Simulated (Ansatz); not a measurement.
The calculation's input:

```
crystal:
  periodic: [false, false, false]
  atoms:
    - {symbol: Sn, position_ang: [-0.329371, -0.447880, -1.429656]}
    - {symbol: C, position_ang: [-0.302013, -0.416154, 0.714560]}
    - {symbol: C, position_ang: [0.541891, 0.744842, 1.227787]}
    - {symbol: H, position_ang: [0.087643, -1.400110, 1.019340]}
    - {symbol: H, position_ang: [-1.356598, -0.354333, 1.025573]}
    - {symbol: H, position_ang: [0.557635, 0.740024, 2.330037]}
    - {symbol: H, position_ang: [1.584236, 0.679395, 0.880340]}
    - {symbol: H, position_ang: [0.139237, 1.718080, 0.907715]}
    - {symbol: F, position_ang: [1.447099, -0.423295, -2.181017]}
    - {symbol: F, position_ang: [-1.178001, 1.100822, -2.204764]}
    - {symbol: F, position_ang: [-1.191759, -1.941390, -2.289924]}
basis:
  gaussian: {orbitals: def2-TZVP, initial_orbitals: start.molden}
hamiltonian: {xc: pbe0, dispersion: d4}
scf: {omitted_lower_state_checks: [starts]}
output: {orbitals: {seedname: orbitals}}
```

Command:

```sh
ansatz run in.yaml --threads 4 --pin off --events-out ev --progress --plain --max-ram 4787MiB
```

Geometry: r2SCAN-D4/def2-SVP; core potentials replace the inner electrons of Sn.

Computed with RKS PBE0-D4/def2-TZVP in Ansatz.

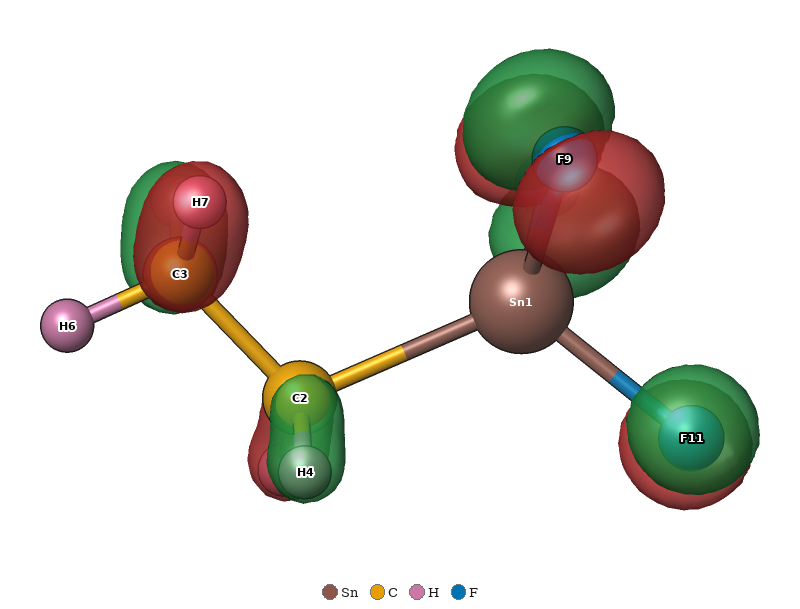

C2H5F3Sn (SnEtF3). The HOMO−1 at ±0.15 Å⁻³ᐟ² (green and red are the two phases), seen across its widest extent.

Question: What is the character of this orbital?

Answer: By Hirshfeld shares it lies mainly on F9 (about 35 %), F10 (about 30 %), F11 (about 15 %) and C3 (about 5 %); largely a combination of lone pairs on F9, F10 and F11. Its energy is −11.03 eV.
